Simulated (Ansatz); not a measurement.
**AlCl2H2O (doublet): density, localisation and related maps**

```xyz
6

Al   -0.0134   -0.7465    0.0208
H     0.7192   -0.1120    2.5992
Cl    1.6683    0.4378   -0.5542
Cl   -1.9834    0.0158   -0.3476
O    -0.0355   -0.2272    1.9767
H    -0.8695   -0.1690    2.4622
```

Not at a stationary point (largest force 1.0 eV/Å).

The calculation used Ansatz, UKS PBE0/def2-SVP.

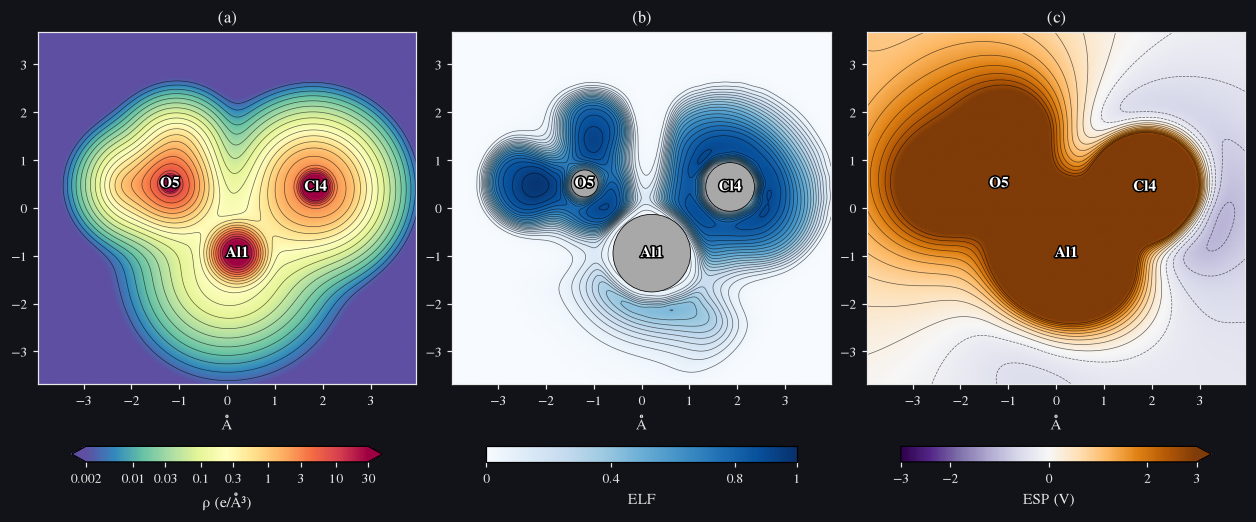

Figure 1. (a) electron density; (b) ELF; (c) molecular electrostatic potential on the plane of atoms Cl4, Al1 and O5. Grey discs cover the atomic cores in the ELF map.

> What does the map show?

Atoms in the plane: Al, Cl and O.
Al–O (2.02 Å): ρ is about 0.37 e/Å³ halfway; the ELF peaks at about 0.90 in the valence shell of O, 0.7 Å from its nucleus, and is about 0.35 at the midpoint.
Al–Cl (2.14 Å): ρ is about 0.65 e/Å³ halfway; the ELF peaks at about 0.90 in the valence shell of Cl, 0.9 Å from its nucleus, and is about 0.80 at the midpoint.
The ELF also peaks beside Cl4, away from the bonds: non-bonding electrons, paired or unpaired.
Outside the dense part of the molecule the potential is most negative (−1.1 V) near Cl4.

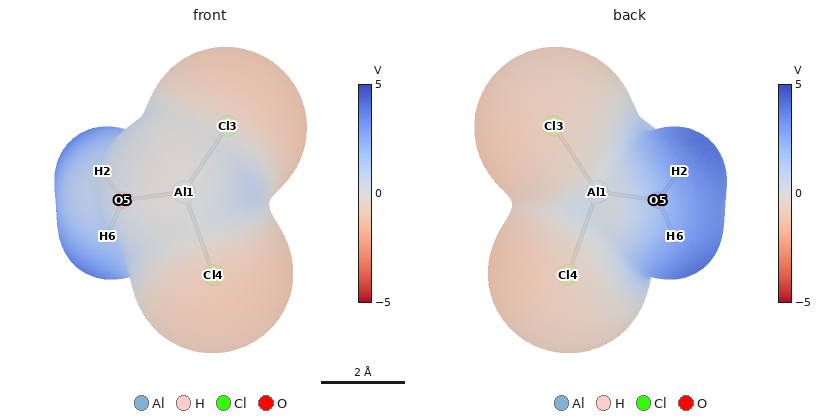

Figure 2. The electrostatic potential painted on the density surface at 0.002 e/bohr³, seen from the front and from behind; red is negative and blue positive.

> Which sites attract a positive test charge, and which a negative one?

A positive charge is drawn to the negative regions and a negative charge to the positive ones. The most negative region (about −1.1 V) lies over Cl3 and Cl4, the most positive (about +4.0 V) over H2.

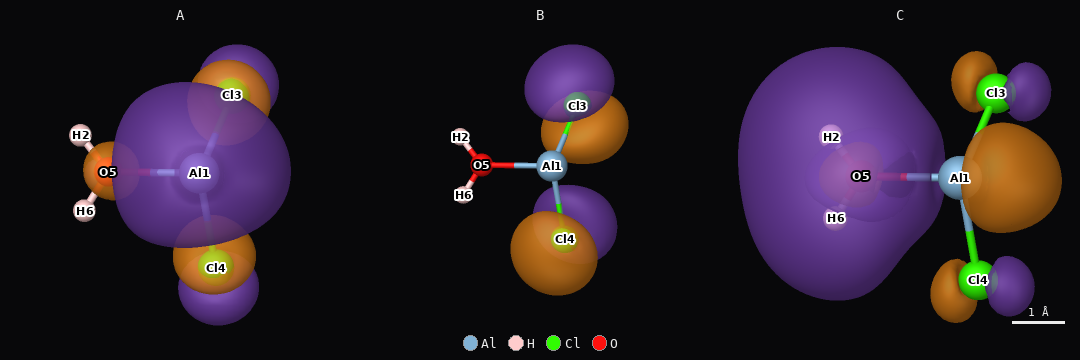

Figure 3. Three frontier orbitals at ±0.08 Å⁻³ᐟ² (orange and purple are the two phases), in no order.

> Which picture is the HOMO−1, the HOMO and the LUMO? All are α orbitals.

B is the HOMO−1 (α) (−8.35 eV). Its weight (Hirshfeld) is mainly on Cl3 (about 50 %) and Cl4 (about 45 %); largely a combination of lone pairs on Cl3 and Cl4. A is the HOMO (α) (−5.23 eV). Its weight (Hirshfeld) is mainly on Al1 (about 70 %), Cl3 (about 10 %) and Cl4 (about 10 %). C is the LUMO (α) (−0.33 eV). Its weight (Hirshfeld) is mainly on H2 (about 30 %), Al1 (about 20 %), H6 (about 20 %) and O5 (about 20 %).

> What is the gap between the highest occupied and lowest empty α orbitals?

4.90 eV between the orbital energies.
